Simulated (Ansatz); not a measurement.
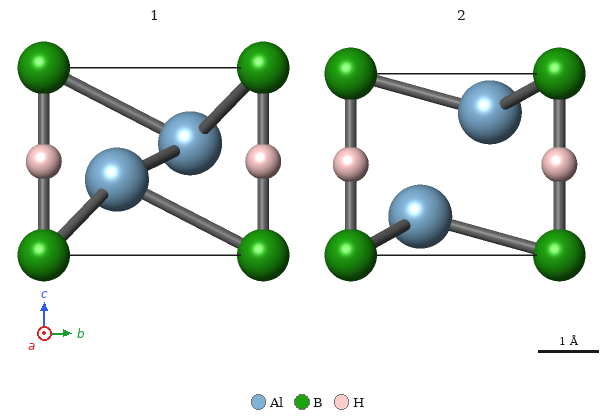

Two geometries of a crystal of Al2BH (a generated structure, set up in P-3m1) (coarse preliminary run), drawn at one scale. One is the start of a relaxation, the other its converged end. The picture is a ball-and-stick view of the cell of the calculation, seen along the a axis.

All numbers below come from DFT PBE, scalar-relativistic, plane waves, PAW in Ansatz. Settings: plane-wave cutoff 420 eV; k-point mesh 6 × 6 × 6; occupations gaussian; smearing width 0.1 eV; no spin polarisation; cell and atoms relaxed; force threshold 0.04 eV/Å; at most 70 steps.

Which one is relaxed?

Answer. Structure 2 is the relaxed one. After 5 accepted moves (6 points after the start) the energy has fallen by 1.581 eV per cell of the calculation. Largest force component: 1.3 eV/Å at the start, 0.019 eV/Å at the end. Pressure: −2.20 GPa at the start and 0.15 GPa at the end. At 1 point the geometry stayed and the basis and grid were re-selected for the new cell (energy shift of 3.3 meV per cell of the calculation at most each time). The largest moves relative to the cell, 0.58 Å, are those of Al atoms. H and B stay in place. Cell: a = b 4.235 → 4.024 Å (−5.0 %), c 3.130 → 3.029 Å (−3.2 %). Volume −12.6 %. Some distances before and after: Al–Al 2.519 → 2.904 Å, Al–B 2.752 → 2.411 Å, B–H 1.565 → 1.515 Å. The space group stays P-3m1 (No. 164). Cost: 4.9 s on 1 thread of Intel(R) Xeon(R) 6975P-C (Granite Rapids), on a shared host, peak memory 0.38 GiB.
